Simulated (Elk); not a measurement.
Band structure of La3Ga (Pm-3m, 4 atoms in the cell).

```yaml
crystal:
  lattice:
    - [4.93068, 0.00000, 0.00000]
    - [0.00000, 4.93068, 0.00000]
    - [0.00000, 0.00000, 4.93068]
  atoms:
    - { symbol: La, position: [0.00000, 0.50000, 0.50000] }
    - { symbol: La, position: [0.50000, 0.00000, 0.50000] }
    - { symbol: La, position: [0.50000, 0.50000, 0.00000] }
    - { symbol: Ga, position: [0.00000, 0.00000, 0.00000] }
```

Method of the run: PBEsol, all-electron FP-LAPW, Elk's shipped species files, default APW+lo basis in Elk.

Settings: xctype = 22; stype = 0; swidth = 0.00999582 Ha; ngridk = 5 5 5; maxscl = 100.

The starting cell comes from a database of computed structures (which also holds hypothetical and non-ambient phases and stackings), without a prior relaxation at this level. Values depend on the basis (sphere radii, cutoffs, local orbitals), which need not be converged.

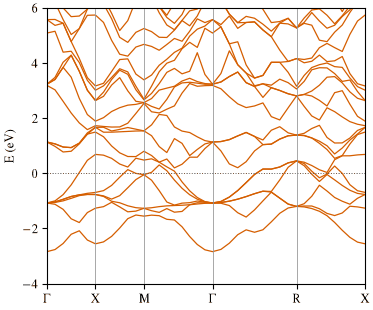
*Bands along the path, energies from the Fermi level.*

Levels in eV from the Fermi level, bands 20 to 27:
| point | 20 | 21 | 22 | 23 | 24 | 25 | 26 | 27 |
|---|---|---|---|---|---|---|---|---|
| Γ | -1.08 | -1.08 | -1.08 | -1.08 | -1.08 | 1.13 | 1.13 | 1.13 |
| X | -1.26 | -0.77 | -0.77 | -0.69 | 0.69 | 1.50 | 1.67 | 1.67 |
| M | -1.27 | -1.27 | -0.05 | -0.05 | 0.48 | 0.80 | 1.54 | 1.54 |
| R | -1.20 | -1.20 | 0.45 | 0.45 | 0.45 | 1.39 | 1.39 | 1.39 |

Bands cross the Fermi level along this path, so the cell is metallic at this level.
